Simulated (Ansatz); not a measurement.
AsH32Si19 (Si21H32 off disc) (doublet)

Input file:

```
crystal:
  periodic: [false, false, false]
  atoms:
    - {symbol: Si, position_ang: [-3.674013, 1.422785, -1.075051]}
    - {symbol: Si, position_ang: [-2.420024, -3.901606, 1.602661]}
    - {symbol: Si, position_ang: [1.054495, -3.825663, -0.191618]}
    - {symbol: As, position_ang: [-0.999967, -1.030037, -0.899423]}
    - {symbol: Si, position_ang: [-0.695322, 1.350852, 2.063257]}
    - {symbol: Si, position_ang: [0.342030, -0.772457, 2.145444]}
    - {symbol: Si, position_ang: [0.838543, 2.151300, -0.933425]}
    - {symbol: Si, position_ang: [-1.844660, 4.382767, 0.116136]}
    - {symbol: Si, position_ang: [3.149509, -0.795260, -0.944637]}
    - {symbol: Si, position_ang: [3.704856, 1.826269, 1.675353]}
    - {symbol: Si, position_ang: [-2.855757, -1.989834, 0.278275]}
    - {symbol: Si, position_ang: [-2.416566, 0.021046, -2.484476]}
    - {symbol: Si, position_ang: [-2.530174, 2.244339, 0.833096]}
    - {symbol: Si, position_ang: [-0.309917, -3.055293, -1.946474]}
    - {symbol: Si, position_ang: [-0.348657, -4.999211, 1.284364]}
    - {symbol: Si, position_ang: [1.941793, -1.859292, 0.775435]}
    - {symbol: Si, position_ang: [-0.577591, 3.819123, -1.783947]}
    - {symbol: Si, position_ang: [1.919789, 0.635868, -2.344065]}
    - {symbol: Si, position_ang: [2.425035, 3.301243, 0.366647]}
    - {symbol: Si, position_ang: [4.829512, 0.449653, 0.136516]}
    - {symbol: H, position_ang: [-4.173005, 2.638483, -1.819094]}
    - {symbol: H, position_ang: [-4.882835, 0.648944, -0.615436]}
    - {symbol: H, position_ang: [-3.530211, -4.884365, 1.311717]}
    - {symbol: H, position_ang: [-2.549095, -3.495758, 3.049443]}
    - {symbol: H, position_ang: [2.186537, -4.709294, -0.660018]}
    - {symbol: H, position_ang: [-1.297215, 1.331466, 3.460270]}
    - {symbol: H, position_ang: [0.355268, 2.432609, 2.145963]}
    - {symbol: H, position_ang: [-0.791316, -1.764486, 2.310950]}
    - {symbol: H, position_ang: [0.982057, -0.719827, 3.518637]}
    - {symbol: H, position_ang: [-3.028551, 5.255898, -0.213308]}
    - {symbol: H, position_ang: [-0.980041, 5.082216, 1.132142]}
    - {symbol: H, position_ang: [3.769813, -1.907099, -1.761673]}
    - {symbol: H, position_ang: [2.815664, 0.969649, 2.542743]}
    - {symbol: H, position_ang: [4.658241, 2.576844, 2.571279]}
    - {symbol: H, position_ang: [-3.954625, -2.309834, -0.706465]}
    - {symbol: H, position_ang: [-3.364179, -0.894030, 1.185211]}
    - {symbol: H, position_ang: [-3.293278, -0.948208, -3.236631]}
    - {symbol: H, position_ang: [-1.567321, 0.783400, -3.464712]}
    - {symbol: H, position_ang: [-3.619295, 2.384843, 1.873475]}
    - {symbol: H, position_ang: [-1.450971, -3.979329, -2.295539]}
    - {symbol: H, position_ang: [0.458236, -2.723599, -3.198158]}
    - {symbol: H, position_ang: [-0.633305, -6.357731, 0.692894]}
    - {symbol: H, position_ang: [0.315992, -5.203374, 2.622055]}
    - {symbol: H, position_ang: [3.002604, -2.320834, 1.755567]}
    - {symbol: H, position_ang: [-1.494051, 3.294659, -2.860212]}
    - {symbol: H, position_ang: [0.232615, 4.960840, -2.354434]}
    - {symbol: H, position_ang: [0.948300, -0.111257, -3.220031]}
    - {symbol: H, position_ang: [2.894230, 1.359621, -3.247152]}
    - {symbol: H, position_ang: [1.742844, 4.364425, 1.188789]}
    - {symbol: H, position_ang: [3.387708, 3.997912, -0.570686]}
    - {symbol: H, position_ang: [5.791690, -0.488397, 0.820299]}
    - {symbol: H, position_ang: [5.599382, 1.308116, -0.835952]}
basis:
  gaussian: {orbitals: def2-SVP, fitting: {mean_field: def2-universal-jkfit}, initial_orbitals: start.molden}
magnetization: {spin_polarized: true, initial_magnetization: 1}
hamiltonian: {xc: pbe0, dispersion: d4}
scf: {omitted_lower_state_checks: [starts]}
output: {orbitals: {seedname: orbitals}}
```

Launched as:

```sh
ansatz run in.yaml --threads 2 --pin off --events-out ev --progress --plain --max-ram 31744MiB --backend cuda --devices 0, --max-vram 18GiB
```

Geometry: PBE-D4/def2-SVP.

Theory: UKS PBE0-D4/def2-SVP (Ansatz 0.2.0).

### Predict the electron density, electron localisation function and spin density between the atoms.

Si–Si (2.35 Å): the density is about 0.61 e/Å³ at the midpoint; the ELF peaks at about 1 between the atoms (localised, covalent bonding).
Si–As (2.37 Å): the density is about 0.61 e/Å³ at the midpoint; the ELF peaks at about 0.90 between the atoms; a shared electron pair.
Si–H (1.52 Å): ρ is about 0.73 e/Å³ halfway; the ELF climbs to about 1 towards the hydrogen, as it does in any bond to H.
Si–Si (2.36 Å): the density is about 0.59 e/Å³ at the midpoint; the ELF peaks at about 1 between the atoms: localised, covalent bonding.
The unpaired spin (1 electron) lies mostly on Si7 (about 0.6), in electrons by Hirshfeld's partition.

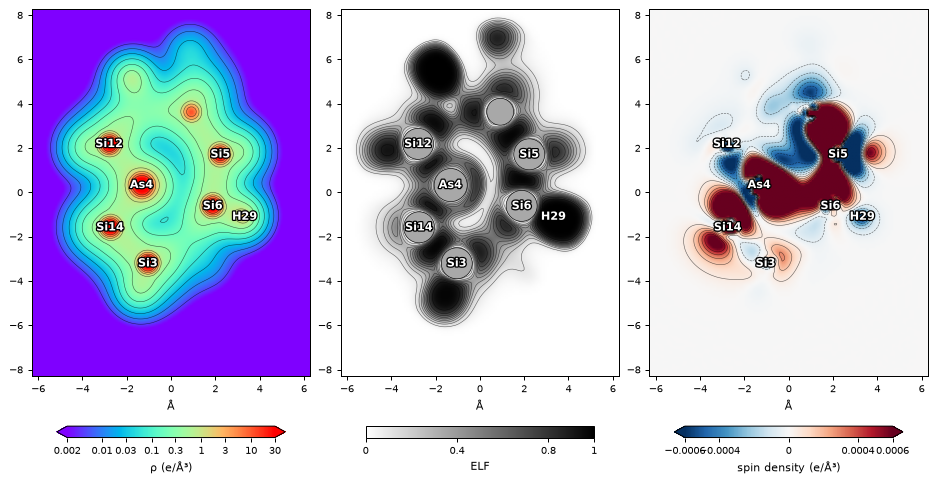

Computed electron density, electron localisation function and spin density on the plane of atoms Si3, Si14 and As4, in this order. Grey discs cover the atomic cores in the ELF map. 
